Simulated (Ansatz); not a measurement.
## Phonon calculation of C2H5Si (charge +1)

The run: phonon calculation of C2H5Si, charge +1. Method and program: RKS PBE-D4/6-31G (Ansatz 0.2.0).

It belongs to a series of runs on one base structure; here: vibrations at the highest image of the band. Figures and captions count atoms from 1; the log counts them from 0 in places.

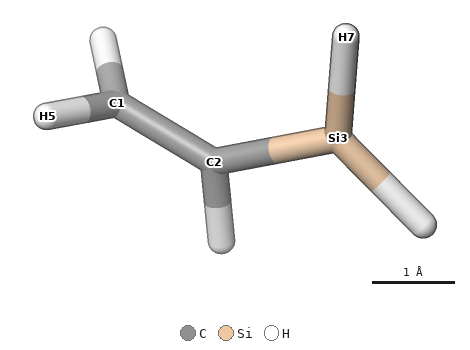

Fig. 1: The structure (stick view, seen at a tilt; atoms are numbered from 1 in the order of the input). Bond lengths as drawn: C–C 1.39 Å, C–H 1.11 Å, C–Si 1.78 Å and H–Si 1.49 Å.

## Input file
```yaml
crystal:
  periodic: [false, false, false]
  atoms:
    - { symbol: C, position_ang: [-0.691902, 0.538397, -1.142854] }
    - { symbol: C, position_ang: [-0.455814, 0.080604, 0.145586] }
    - { symbol: Si, position_ang: [0.990013, -0.564591, 0.960636] }
    - { symbol: H, position_ang: [-1.02927, -0.130216, -1.958575] }
    - { symbol: H, position_ang: [-0.554961, 1.598768, -1.431166] }
    - { symbol: H, position_ang: [0.789988, -0.945334, 2.388802] }
    - { symbol: H, position_ang: [2.249574, -0.666882, 0.163176] }
    - { symbol: H, position_ang: [-1.297638, 0.089245, 0.874406] }
total_charge: 1
basis:
  gaussian: { orbitals: "6-31G" }
hamiltonian:
  xc: pbe
  dispersion: d4
phonons: {}
```

Hardware: 1 thread of Arm Neoverse V1, 24 GiB of memory available, shared host.

Command:
```bash
ansatz run input.yaml --threads 1 --pin off --max-ram 2048MiB --backend cpu --events-out ev --progress --plain --runs-dir out
```

## What the program printed
```
Engine: ansatz 0.2.0, aarch64-unknown-linux-gnu
Functional definition: PBE
  parameter kappa = 0.804
  parameter beta = 0.06672455060314922
  exchange = pbe_x(kappa = kappa, mu = beta*pi^2/3)
  correlation = pbe_c(beta = beta)
589 factors; integrals over basis functions are off by at most 2.3e-4 eV
mean field evaluation 1: about -9997.9432 eV, gradient 7.3e1 eV
mean field evaluation 2: about -9962.3222 eV, gradient 1.1e2 eV
mean field evaluation 4: about -10009.8985 eV, gradient 3.3e1 eV
mean field evaluation 8: about -10013.0261 eV, gradient 4.9e-1 eV
mean field evaluation 16: about -10013.0164 eV, gradient 4.3e-5 eV
mean field -10013.01637480 eV, -367.9715647075 hartree, gradient 4.3e-5 eV, S^2 0.000000; 3 other end points of the search recorded, 0 dependent functions left out
the calculation of the forces begins
reference -10013.01640645 eV, -367.9715658706 hartree; 15, 15 occupied and 26, 26 virtual orbitals, 589 factors
these checks for a lower state are left out or cut short: stability, starts, cluster_reference, orbital_swaps, neighbouring_geometries, increment
589 factors; integrals over basis functions are off by at most 2.3e-4 eV
mean field evaluation 32: about -10013.0163 eV, gradient 3.6e-5 eV
mean field -10013.01629517 eV, -367.9715617814 hartree, gradient 2.4e-6 eV, S^2 0.000000; 0 other end points of the search recorded, 0 dependent functions left out
[... from here on the field's lines of each further geometry are left out, up to the last ...]
the calculation of the forces begins
reference -10013.01636379 eV, -367.9715643030 hartree; 15, 15 occupied and 26, 26 virtual orbitals, 589 factors
these checks for a lower state are left out or cut short: stability, starts, cluster_reference, orbital_swaps, neighbouring_geometries, increment
589 factors; integrals over basis functions are off by at most 2.3e-4 eV
mean field -10013.01632892 eV, -367.9715630215 hartree, gradient 2.0e-6 eV, S^2 0.000000; 0 other end points of the search recorded, 0 dependent functions left out
the calculation of the forces begins
reference -10013.01636057 eV, -367.9715641845 hartree; 15, 15 occupied and 26, 26 virtual orbitals, 589 factors
WARN: phonons: modes at or below zero, which the zero-point energy, F, S and C_V leave out: 1, the lowest at -2977.59 cm⁻¹. A minimum has none, and a first-order saddle one
Total energy: -10013.12762907 eV, -367.9756532266 hartree
Atom 0 at    -0.691902     0.538397    -1.142854 Å, force    -0.000017    -0.000058     0.000129 eV/Å
Atom 1 at    -0.455814     0.080604     0.145586 Å, force     0.000090     0.000075    -0.000054 eV/Å
Atom 2 at     0.990013    -0.564591     0.960636 Å, force    -0.000121     0.000021    -0.000124 eV/Å
Atom 3 at    -1.029270    -0.130216    -1.958575 Å, force     0.000030    -0.000051    -0.000003 eV/Å
Atom 4 at    -0.554961     1.598768    -1.431166 Å, force    -0.000014     0.000005     0.000046 eV/Å
Atom 5 at     0.789988    -0.945334     2.388802 Å, force    -0.000013    -0.000004    -0.000006 eV/Å
Atom 6 at     2.249574    -0.666882     0.163176 Å, force     0.000042    -0.000010     0.000025 eV/Å
Atom 7 at    -1.297638     0.089245     0.874406 Å, force     0.000004     0.000021    -0.000013 eV/Å
Dipole moment:    -0.266167     0.190592    -0.385405 e Å
Vibrations: -2977.59 220.70 331.56 455.52 568.15 573.30 742.32 824.10 891.06 1033.11 1223.48 1380.25 1510.43 2198.62 2272.10 2976.56 2991.91 3073.53 cm⁻¹, zero-point energy 1.442351 eV
```

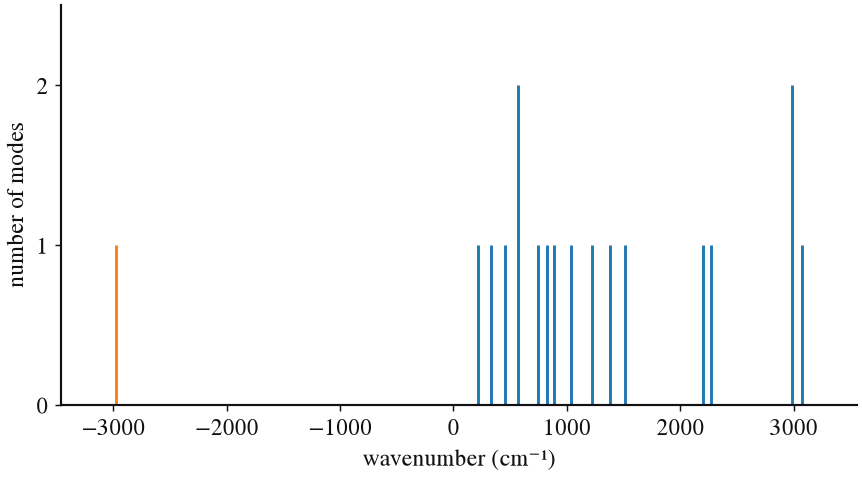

Fig. 2: Harmonic vibrational wavenumbers from the force constants; neighbouring modes closer than 28 cm⁻¹ are counted in one stick, and imaginary ones are drawn at negative wavenumbers. 18 modes from 2978i to 3074 cm⁻¹, 1 imaginary beyond 8i (2978i cm⁻¹): a first-order saddle point, if the geometry is stationary.

## Key numbers

| quantity | value |
| --- | --- |
| outcome | converged |
| total energy | −10013.1276 eV |
| mean-field energy | −10013.0164 eV |
| largest force (length of the vector) | under 0.001 eV/Å |
| wall time | 52 s |
| peak memory | 0.088 GiB |
